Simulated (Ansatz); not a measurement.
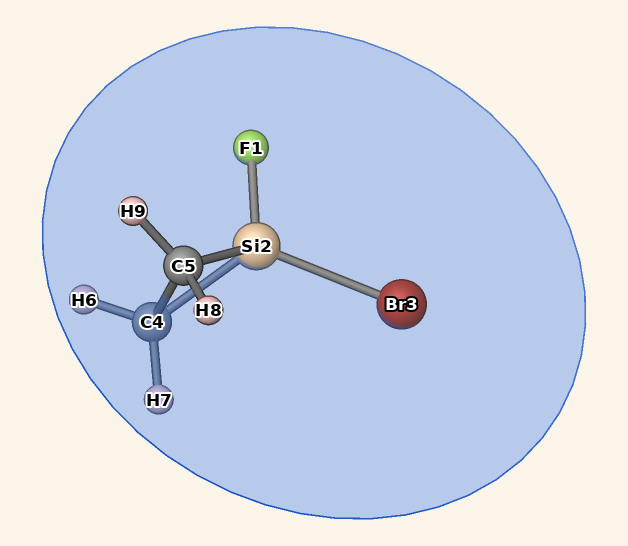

A disc through the centre of mass is drawn in. Atoms fade into the background with distance from the viewer. The geometry was computed by an optimisation with PBE0-D4/def2-TZVP. No frequency run is at hand to confirm it as a minimum.

Question: Is the plane of the disc a mirror plane of the structure?

Answer: Yes. The reflection leaves F1, Si2, Br3 in place and moves C4 ↔ C5; H6 ↔ H9; H7 ↔ H8. The point group is Cs.
